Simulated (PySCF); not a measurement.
# AlBNH4F (SMILES [NH2][AlH][BH]F) at 4 levels

Wanted: a comparison of 4 runs (BLYP/def2-SVPD, PBE/def2-SVPD, SVWN5/def2-SVPD, CCSD(T)/def2-SVPD) of AlBNH4F. Input form: a Python script.

The results are computed with PySCF 2.14.0.

1 further run of the same task is left out (set aside as unsound or not needed).

### Step 1. The structure to begin with

The species is AlBNH4F (8 atoms), meant as a singlet with charge 0. As SMILES, `[NH2][AlH][BH]F`. The shape is that of a PBE0-D4/def2-TZVP optimisation. This is one conformer, not always the lowest.

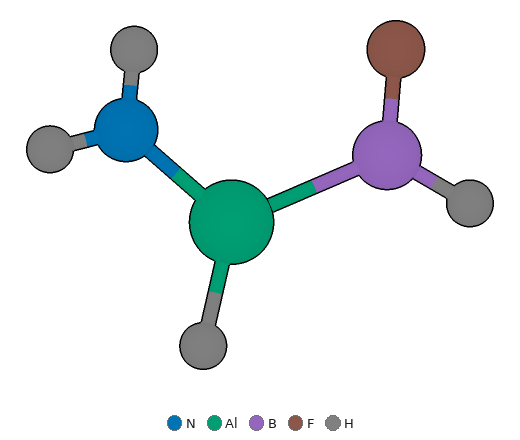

Viewed from a chosen angle; nitrogen blue, aluminium teal, boron purple, fluorine brown, hydrogen grey.

### Step 2. A single-point energy at BLYP/def2-SVPD (run 1)

calc.py reads:

```python
from pyscf import gto, dft

mol = gto.M(
    atom='''
N   -1.034900   1.238000   0.178100
Al   0.358400   0.247200   0.637000
B    0.824000  -1.438600  -0.645900
F    0.022100  -1.693000  -1.675500
H   -1.365500   2.050100   0.674400
H   -1.614500   1.063500  -0.627700
H    1.149400   0.679500   1.946200
H    1.753200  -2.203800  -0.542400
''',
    max_memory=1860,
    verbose=4,
    basis='def2-svpd',
    charge=0,
    spin=0,
)

calc0 = dft.RKS(mol)
calc0.xc = 'blyp'
calc0.conv_tol = 1e-10
calc0.grids.level = 5
calc0.kernel()
if not calc0.converged:
    calc0 = calc0.newton().run(calc0.mo_coeff, calc0.mo_occ)

energy = calc0.e_tot
print(f'total energy: {energy:.8f} hartree')
```

Started as:

```console
OMP_NUM_THREADS=1 python calc.py
```

What it wrote:

```text
PySCF version 2.14.0

[... 82 lines left out ...]
converged SCF energy = -424.091039325691
total energy: -424.09103933 hartree
```

It took 28 s on 1 thread of Intel Xeon at 2.70GHz, shared host; peak memory 0.65 GiB.

### Step 3. The energy at PBE/def2-SVPD (run 2)

job.py reads:

```python
from pyscf import gto, dft

mol = gto.M(
    atom=[
    ('N', (-1.034900, 1.238000, 0.178100)),
    ('Al', (0.358400, 0.247200, 0.637000)),
    ('B', (0.824000, -1.438600, -0.645900)),
    ('F', (0.022100, -1.693000, -1.675500)),
    ('H', (-1.365500, 2.050100, 0.674400)),
    ('H', (-1.614500, 1.063500, -0.627700)),
    ('H', (1.149400, 0.679500, 1.946200)),
    ('H', (1.753200, -2.203800, -0.542400)),
],
    max_memory=1860,
    basis='def2-svpd',
    verbose=4,
    spin=0,
)

myscf = dft.RKS(mol, xc='pbe')
myscf.grids.level = 5
myscf.conv_tol = 1e-10
myscf.kernel()
if not myscf.converged:
    myscf = myscf.newton().run(myscf.mo_coeff, myscf.mo_occ)

e_final = myscf.e_tot
print('E(%s) = %.9f' % ('PBE', e_final))
```

Started as:

```console
OMP_NUM_THREADS=1 python job.py
```

What it wrote:

```text
PySCF version 2.14.0

[... 83 lines left out ...]
converged SCF energy = -423.783217275159
E(PBE) = -423.783217275
```

Wall time 28 s (1 thread of Intel Xeon at 2.70GHz, shared host); peak memory 0.65 GiB.

Run 3 isn't shown in full; the table further down has it.

### Step 4. The energy at CCSD(T)/def2-SVPD (run 4)

calc.py reads:

```python
# [NH2][AlH][BH]F
from pyscf import gto, cc

molecule = gto.Mole()
molecule.atom = [
    ('N', (-1.034900, 1.238000, 0.178100)),
    ('Al', (0.358400, 0.247200, 0.637000)),
    ('B', (0.824000, -1.438600, -0.645900)),
    ('F', (0.022100, -1.693000, -1.675500)),
    ('H', (-1.365500, 2.050100, 0.674400)),
    ('H', (-1.614500, 1.063500, -0.627700)),
    ('H', (1.149400, 0.679500, 1.946200)),
    ('H', (1.753200, -2.203800, -0.542400)),
]
molecule.charge = 0
molecule.spin = 0
molecule.max_memory = 1860
molecule.verbose = 3
molecule.basis = 'def2-svpd'
molecule.build()

myscf = molecule.RHF()
myscf.conv_tol = 1e-10
myscf.kernel()
if not myscf.converged:
    myscf = myscf.newton().run(myscf.mo_coeff, myscf.mo_occ)

mycc = cc.CCSD(myscf, frozen=8)
mycc.kernel()
e_t = mycc.ccsd_t()
e_final = mycc.e_tot + e_t
print('E(%s) = %.9f' % ('CCSD(T)', e_final))
```

Started as:

```console
OMP_NUM_THREADS=1 python calc.py
```

What it wrote:

```text
converged SCF energy = -422.672703538314
E(CCSD) = -423.2337303307899  E_corr = -0.5610267924761703
CCSD(T) correction = -0.0152203005844497
E(CCSD(T)) = -423.248950631
```

Wall time 73 s (1 thread of Intel Xeon at 2.70GHz, shared host); peak memory 1.6 GiB.

### Step 5. All runs side by side

| run | level | integration grid | frozen core orbitals | energy (Eh) | dipole moment (D) of the reference | HOMO energy (eV) | LUMO energy (eV) | wall time |
| --- | --- | --- | --- | --- | --- | --- | --- | --- |
| 1 | BLYP/def2-SVPD | 5 | – | -424.091039 | 0.98 | -5.92 | -2.89 | 28 s |
| 2 | PBE/def2-SVPD | 5 | – | -423.783217 | 0.99 | -6.01 | -3.05 | 28 s |
| 3 | SVWN5/def2-SVPD | 5 | – | -421.690284 | 0.99 | -6.08 | -3.28 | 14 s |
| 4 | CCSD(T)/def2-SVPD | – | 8 | -423.248951 | 0.76 | -10.32 | 0.96 | 73 s |

### Step 6. Summary of results

| quantity | value |
| --- | --- |
| run 4: total energy | -423.24895 Eh |
| run 4: dipole moment (Hartree–Fock density) | 0.76 D |
| run 4: HOMO energy (Hartree–Fock orbitals) | -10.32 eV |
| run 4: LUMO energy (Hartree–Fock orbitals) | 0.96 eV |
| run 4: HOMO–LUMO gap (Hartree–Fock orbitals) | 11.28 eV |
| run 4: correlation energy (8 core orbitals frozen) | -576.2 mEh |
| run 4: (T) correction | -15.22 mEh |
| run 4: T1 diagnostic | 0.016 |

What this shows: Over runs 1, 2, 3 the dipole moment (its size) runs from 0.98 D (BLYP/def2-SVPD) to 0.99 D (SVWN5/def2-SVPD). Over runs 1, 2, 3 the HOMO–LUMO gap runs from 2.79 eV (SVWN5/def2-SVPD) to 3.04 eV (BLYP/def2-SVPD). Totals of different functionals can't be ranked against each other. All runs together took 2.4 min, the longest 73 s.
